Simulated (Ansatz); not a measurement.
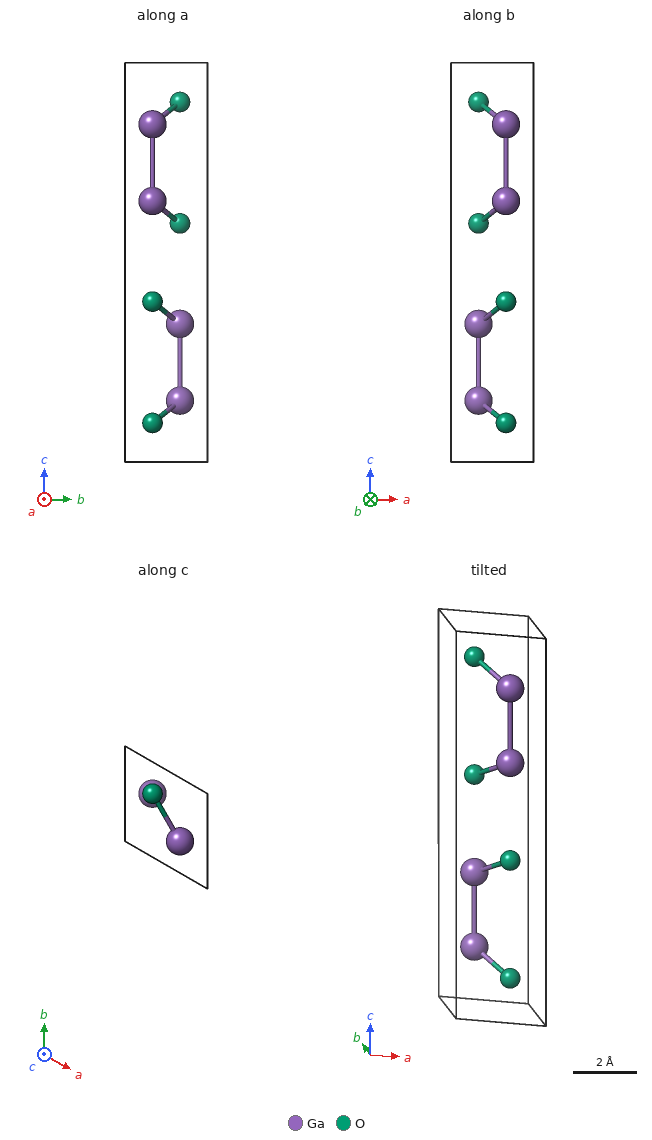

The figure gives a ball-and-stick picture of the atoms, viewed along the a axis, along the b axis, along the c axis and slightly off an axis. One conventional unit cell is framed, with atoms on its boundary repeated.

Lattice parameters: a = 3.070 Å, b = 3.070 Å, c = 12.872 Å, α = 90.00°, β = 90.00°, γ = 120.00°. Put a along x and b in the xy plane.

Q: Set out the cell and atoms as a POSCAR file, with free fractional coordinates to two decimals.

A:
```
Ga O
1.0
     3.070    0.000    0.000
    -1.535    2.659    0.000
     0.000    0.000   12.872
Ga O
4 4
Direct
  0.3333 0.6667 0.15
  0.6667 0.3333 0.65
  0.3333 0.6667 0.35
  0.6667 0.3333 0.85
  0.3333 0.6667 0.60
  0.6667 0.3333 0.10
  0.3333 0.6667 0.90
  0.6667 0.3333 0.40
```

Provenance: a structure type filled with these elements by a generator (whether the compound takes this form wasn't checked). Earlier steps of the study, as a rule a relaxation of our own, may have changed the cell and positions, so they can lie some per cent off the listed ones. It was the input of a calculation with Ansatz.
